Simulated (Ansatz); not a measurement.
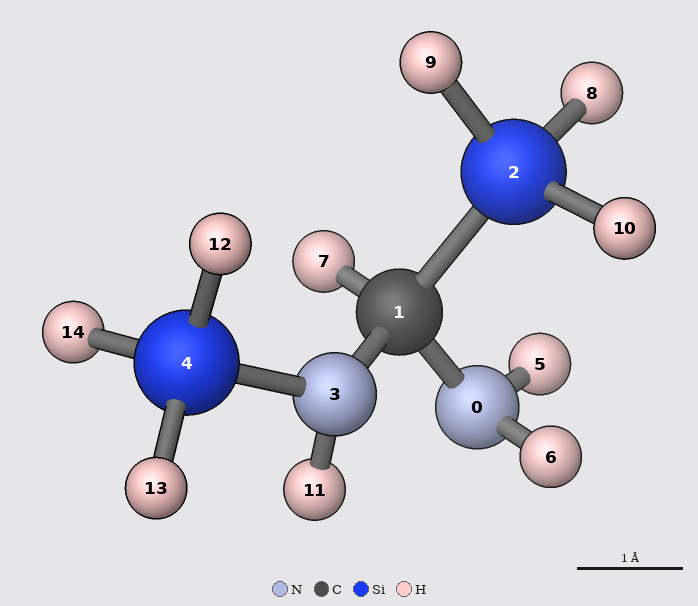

The structure as it stands in the input. Atoms are numbered from 0, in the order of the input.

The calculation was set up as follows.

```yaml
crystal:
  periodic: [false, false, false]
  atoms:
    - {symbol: N, position_ang: [-1.378300, 0.272600, 1.340300]}
    - {symbol: C, position_ang: [-0.251300, -0.175400, 0.630700]}
    - {symbol: Si, position_ang: [1.258000, 0.882600, 0.988900]}
    - {symbol: N, position_ang: [-0.621200, -0.106200, -0.746600]}
    - {symbol: Si, position_ang: [-0.016800, -0.979800, -2.070900]}
    - {symbol: H, position_ang: [-1.241800, 0.400700, 2.327100]}
    - {symbol: H, position_ang: [-1.589900, 1.267800, 1.007100]}
    - {symbol: H, position_ang: [-0.026100, -1.187000, 0.948400]}
    - {symbol: H, position_ang: [1.557500, 0.879500, 2.510800]}
    - {symbol: H, position_ang: [2.497400, 0.351500, 0.331200]}
    - {symbol: H, position_ang: [1.060900, 2.302500, 0.634400]}
    - {symbol: H, position_ang: [-1.661000, -0.364300, -0.689900]}
    - {symbol: H, position_ang: [1.336000, -0.511600, -2.232000]}
    - {symbol: H, position_ang: [-0.853800, -0.657100, -3.235100]}
    - {symbol: H, position_ang: [-0.091500, -2.426500, -1.714900]}
basis:
  gaussian: {orbitals: def2-SVP}
hamiltonian: {xc: pbe, dispersion: d4}
relax: {f_tol: 0.03, max_steps: 200}
```

Command:

```sh
ansatz run in.yaml --threads 2 --pin off --events-out ev --progress --plain --max-ram 32768MiB --backend cpu
```

Result (its end):

```
mean field -19913.20991742 eV, -731.7969668069 hartree, gradient 3.0e-5 eV, S^2 0.000000; 1 other end points of the search recorded, 0 dependent functions left out
the calculation of the forces begins
reference -19913.20996053 eV, -731.7969683910 hartree; 29, 29 occupied and 99, 99 virtual orbitals, 1474 factors
Total energy: -19913.57112617 eV, -731.8102409834 hartree
Atom 0 at    -1.459927     0.625298     1.400632 Å, force    -0.000854     0.009780     0.006248 eV/Å
Atom 1 at    -0.453192    -0.211898     0.734613 Å, force    -0.014946    -0.001112     0.002415 eV/Å
Atom 2 at     1.303337     0.589973     0.884739 Å, force     0.009981    -0.000028    -0.003314 eV/Å
Atom 3 at    -0.890055    -0.442734    -0.627958 Å, force     0.023374     0.000965     0.000486 eV/Å
Atom 4 at     0.093035    -0.801003    -2.025779 Å, force     0.002091    -0.006493     0.006011 eV/Å
Atom 5 at    -1.293918     0.676930     2.413830 Å, force    -0.001317    -0.001754    -0.011165 eV/Å
Atom 6 at    -1.431170     1.585712     1.029522 Å, force    -0.001112    -0.009935     0.003265 eV/Å
Atom 7 at    -0.405858    -1.160472     1.332449 Å, force     0.001596     0.004096    -0.003670 eV/Å
Atom 8 at     1.552852     0.720745     2.364767 Å, force    -0.002888    -0.001096    -0.000896 eV/Å
Atom 9 at     2.446711    -0.194095     0.287138 Å, force    -0.003406     0.004934     0.000330 eV/Å
Atom 10 at     1.265869     1.969954     0.282276 Å, force    -0.000129    -0.005777     0.000647 eV/Å
Atom 11 at    -1.870998    -0.746393    -0.650330 Å, force    -0.003704    -0.000106     0.003369 eV/Å
Atom 12 at     1.108583     0.293796    -2.220100 Å, force     0.001023     0.009308    -0.001489 eV/Å
Atom 13 at    -0.852568    -0.854106    -3.192779 Å, force    -0.003291     0.000601    -0.002253 eV/Å
Atom 14 at     0.865399    -2.102407    -1.983521 Å, force    -0.006418    -0.003385     0.000015 eV/Å
Dipole moment:    -0.127008     0.044276     0.221541 e Å
```
